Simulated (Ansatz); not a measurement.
# One shape, several levels: AlH (SMILES [AlH])

Aim: a comparison of 6 runs (UPBE/3-21G, BHLYP/cc-pVTZ, r2SCAN/cc-pVTZ, UMP2/cc-pVTZ, BCCD(T)/cc-pVTZ, CCSD(T)/3-21G) of AlH. 

Program for the calculation: Ansatz 0.2.0.

53 further runs of the same task are left out: 53 set aside as unsound or not needed.

### Step 1. The structure to begin with

AlH has 2 atoms, charge 0, and is taken as a singlet. SMILES: `[AlH]`. The H2–Al1 distance was set to 3.227 Å, away from the relaxed value.

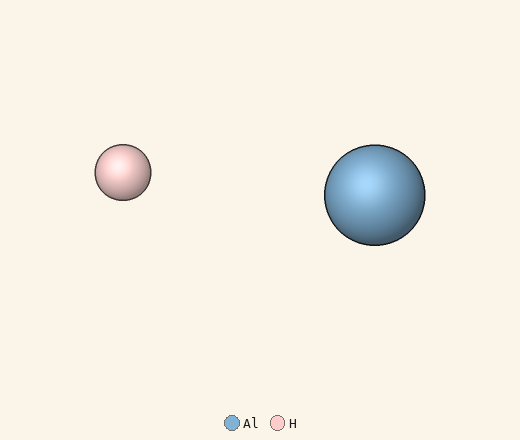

The structure, seen from a chosen angle (aluminium light blue, hydrogen pink).

### Step 2. A single-point energy at UPBE/3-21G (run 1)

Input file in.yaml:

```yaml
crystal:
  periodic: [false, false, false]
  atoms:
    - {symbol: Al, position_ang: [0.000000, 0.000000, -1.613430]}
    - {symbol: H, position_ang: [0.000000, 0.000000, 1.613470]}
basis:
  gaussian: {orbitals: 3-21G.json}
hamiltonian: {xc: pbe}
magnetization: {spin_polarized: true, initial_magnetization: 0}
accuracy: high
```

The basis set 3-21G is read from a file made from the Basis Set Exchange's data (not shown).

Launch:

```console
$ ansatz run in.yaml --threads 1 --pin off --max-ram 2610MiB --events-out events.jsonl --progress --plain --runs-dir runs
```

The program printed:

```text
Warning: RAYON_NUM_THREADS=1 ignored (pool sized by the plan → 1); use --threads N
Functional definition: PBE
  name "PBE"
  parameter kappa = 0.804
  parameter beta = 0.06672455060314922
  exchange = pbe_x(kappa = kappa, mu = beta*pi^2/3)
  correlation = pbe_c(beta = beta)
275 factors; integrals over basis functions are off by at most 5.6e-9 eV
mean field evaluation 1: about -6565.5017 eV, gradient 1.2e1 eV
mean field evaluation 2: about -6554.5053 eV, gradient 1.3e1 eV
mean field evaluation 4: about -6567.4546 eV, gradient 7.7e0 eV
mean field evaluation 8: about -6568.7002 eV, gradient 1.4e-1 eV
mean field evaluation 16: about -6568.7006 eV, gradient 4.8e-6 eV
mean field evaluation 32: about -6568.7315 eV, gradient 2.5e-6 eV
mean field evaluation 64: about -6568.3567 eV, gradient 2.9e0 eV
mean field -6568.73152755 eV, -241.3964311915 hartree, gradient 2.2e-8 eV, S^2 0.301985; 7 other end points of the search recorded, 0 dependent functions left out
reference -6568.73152999 eV, -241.3964312809 hartree; 7, 7 occupied and 8, 8 virtual orbitals, 275 factors
Total energy: -6568.73152999 eV, -241.3964312809 hartree
```

Run time: 3.6 s. Hardware: 1 thread of Intel Xeon Platinum 8259CL at 2.50GHz (Skylake/Cascade Lake), shared host; peak memory 0.11 GiB.

### Step 3. The energy at BHLYP/cc-pVTZ (run 2)

Input file molecule.yaml:

```yaml
crystal:
  periodic: [false, false, false]
  atoms:
    - symbol: Al
      position_ang: [0.000000, 0.000000, -1.613430]
    - symbol: H
      position_ang: [0.000000, 0.000000, 1.613470]
basis:
  gaussian: {orbitals: cc-pVTZ}
accuracy: high
hamiltonian: {xc: {name: BHLYP}}
```

Launch:

```console
$ ansatz run molecule.yaml --threads 1 --pin off --max-ram 2610MiB --events-out events.jsonl --progress --plain --runs-dir runs
```

The program printed:

```text
Warning: RAYON_NUM_THREADS=1 ignored (pool sized by the plan → 1); use --threads N
Functional definition: BHLYP
  name "BHLYP"
  parameter a = 0.5
  exchange = (1 - a)*b88_x + a*exact_x
  correlation = lyp_c
575 factors; integrals over basis functions are off by at most 2.9e-9 eV
mean field evaluation 1: about -6607.1806 eV, gradient 1.4e1 eV
mean field evaluation 2: about -6603.2362 eV, gradient 2.2e1 eV
mean field evaluation 4: about -6609.1872 eV, gradient 4.8e-1 eV
mean field evaluation 8: about -6609.1884 eV, gradient 1.9e-2 eV
mean field evaluation 16: about -6609.1884 eV, gradient 4.8e-7 eV
mean field -6609.18840206 eV, -242.8831939070 hartree, gradient 1.5e-8 eV, S^2 0.000000; 0 other end points of the search recorded, 0 dependent functions left out
reference -6609.18842190 eV, -242.8831946359 hartree; 7, 7 occupied and 41, 41 virtual orbitals, 575 factors
Total energy: -6609.18842190 eV, -242.8831946359 hartree
```

Run time: 1.4 s. Hardware: 1 thread of Intel Xeon Platinum 8259CL at 2.50GHz (Skylake/Cascade Lake), shared host; peak memory 0.1 GiB.

Runs 3 to 5 aren't shown in full; the table further down has their settings and results.

### Step 4. A single-point energy at CCSD(T)/3-21G (run 6)

Input file job.yaml:

```yaml
crystal:
  periodic: [false, false, false]
  atoms:
    - {symbol: Al, position_ang: [0.000000, 0.000000, -1.613430]}
    - {symbol: H, position_ang: [0.000000, 0.000000, 1.613470]}
basis:
  gaussian:
    orbitals: 3-21G.json
correlation:
  method: ccsd_t
  frozen_orbitals: {Al: 5, H: 0}
accuracy: high
scf:
  omitted_lower_state_checks: [cluster_reference, increment]
```

The basis set 3-21G is read from a file made from the Basis Set Exchange's data (not shown).

Launch:

```console
$ ansatz run job.yaml --threads 1 --pin off --max-ram 2610MiB --events-out events.jsonl --progress --plain --runs-dir runs
```

The program printed:

```text
Warning: RAYON_NUM_THREADS=1 ignored (pool sized by the plan → 1); use --threads N
[... 13 lines left out ...]
5 core orbitals not correlated: weight in the atoms' cores, before any rotation towards them, 1.000 or more for the frozen orbitals, at most 0.000 for the correlated occupied ones
[... 25 lines left out ...]
WARN: these amplitudes may be one of several solutions (largest doubles amplitude 0.44, level shift 0.88 eV)
Total energy: -6560.57383083 eV, -241.0966413665 hartree
Checks for a lower state left out: cluster_reference, increment
```

It took 0.28 s on 1 thread of Intel Xeon Platinum 8259CL at 2.50GHz (Skylake/Cascade Lake), shared host.

### Step 5. All runs side by side

```csv
run,level,frozen core orbitals,energy (Eh),wall time
1,UPBE/3-21G,–,-241.396431,3.6 s
2,BHLYP/cc-pVTZ,–,-242.883195,1.4 s
3,r2SCAN/cc-pVTZ,–,-242.851987,2.1 s
4,UMP2/cc-pVTZ,5,-242.424027,1.6 s
5,BCCD(T)/cc-pVTZ,5,-242.454149,1.4 s
6,CCSD(T)/3-21G,5,-241.096641,0.28 s
```

### Step 6. Results

```
                                          quantity          value
                               run 6: total energy  -241.09664 Eh
run 6: correlation energy (5 core orbitals frozen)      -86.3 mEh
                             run 6: (T) correction      -1.27 mEh
                              run 6: T1 diagnostic          0.077
```

Totals of different functionals can't be ranked against each other. In run 6 the T1 diagnostic is large, so a single reference may not serve. In runs 5, 6 the log says that unrestricted orbitals would lower the reference, so the values rest on an unstable closed-shell determinant (other closed-shell runs at this shape may share the fault). Spin contamination of the reference: run 4 ⟨S²⟩ = 0.86, run 1 ⟨S²⟩ = 0.30. Where it is this large, the reference is a mixture of spin states, and values that rest on it are in doubt. All runs together took 10 s, the longest 3.6 s.
